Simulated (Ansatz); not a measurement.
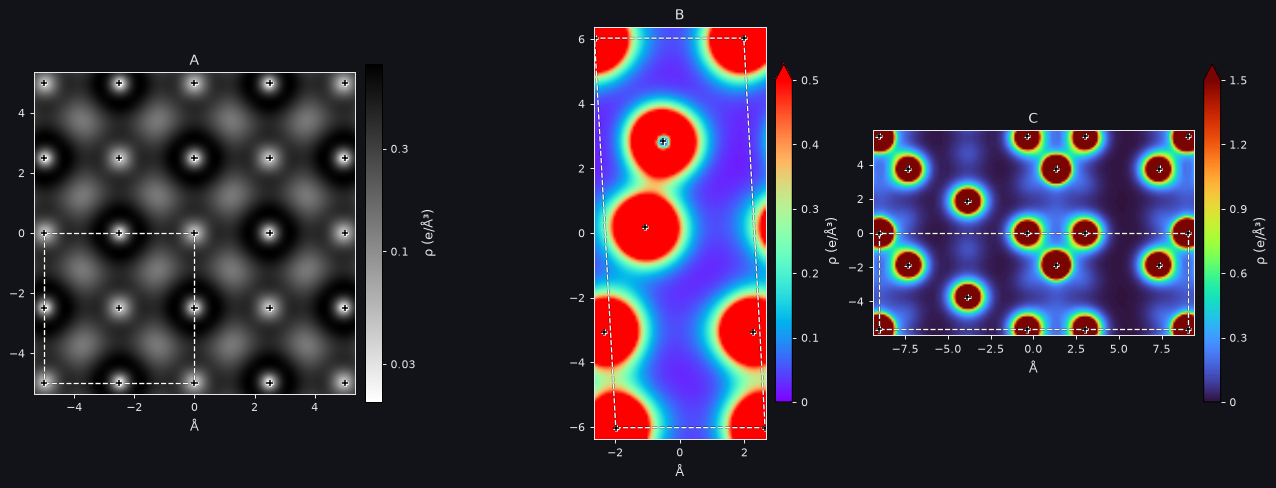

The valence electron density of 3 systems, each on a plane through atoms (crosses mark nuclei in the plane).

Computed with DFT PBE, scalar-relativistic, plane waves, PAW in Ansatz 0.2.0.

System 1: Si5P3, the (100) plane of the conventional cell. Space group Pm-3m; a generated structure, not necessarily the stable one; computed without spin polarisation.

```cif
data_structure
_symmetry_space_group_name_H-M 'P 1'
_symmetry_Int_Tables_number 1
_cell_length_a 4.9972
_cell_length_b 4.9972
_cell_length_c 4.9972
_cell_angle_alpha 90.000
_cell_angle_beta 90.000
_cell_angle_gamma 90.000
_cell_volume 124.79
loop_
_atom_site_label
_atom_site_type_symbol
_atom_site_fract_x
_atom_site_fract_y
_atom_site_fract_z
_atom_site_occupancy
Si1 Si 0.50000 0.00000 0.00000 1
Si2 Si 0.00000 0.50000 0.00000 1
Si3 Si 0.00000 0.00000 0.50000 1
Si4 Si 0.00000 0.00000 0.00000 1
Si5 Si 0.50000 0.50000 0.50000 1
P1 P 0.00000 0.50000 0.50000 1
P2 P 0.50000 0.00000 0.50000 1
P3 P 0.50000 0.50000 0.00000 1
```

System 2: Mo2Se5, the (110) plane of the conventional cell. Space group P-3m1; a generated structure, not necessarily the stable one; computed without spin polarisation.

```xyz
7
Lattice="3.2611 0.0000 0.0000 -1.6305 2.8242 0.0000 0.0000 0.0000 18.1018" Properties=species:S:1:pos:R:3 pbc="T T T"
Mo    1.6306    0.9414   12.9020
Mo    0.0000    1.8828    5.1997
Se    0.0000    1.8828   11.2104
Se    0.0000    1.8828   14.6002
Se    1.6306    0.9414    6.8913
Se    1.6306    0.9414    3.5016
Se    0.0000    0.0000    0.0000
```

System 3: Sb7S, the (010) plane of the conventional cell. Space group Pm; a generated structure, not necessarily the stable one; computed without spin polarisation.

```
Sb S
1.0
     4.61891    0.00000   -0.01152
     0.00000    4.34648    0.00000
    -0.62773    0.00000   12.05364
Sb S
7 1
Direct
  0.60083 0.00000 0.36911
  0.55663 0.00000 0.61429
  0.13404 0.50000 0.62292
  0.02752 0.50000 0.37862
  0.86945 0.00000 0.88431
  0.44614 0.50000 0.89199
  0.34369 0.50000 0.13475
  0.02171 0.00000 0.10402
```

Question: Which map belongs to which system?

Answer: Panel A is system 1, Si5P3: the plane holds Si and P. Si–P (2.50 Å): ρ at the midpoint is about 0.43 e/Å³. Panel B is system 3, Sb7S: the plane holds Sb and S. Sb–S (2.71 Å): ρ is about 0.37 e/Å³ halfway. Panel C is system 2, Mo2Se5: the plane holds Mo and Se. Mo–Se (2.53 Å): ρ at the midpoint is about 0.53 e/Å³.
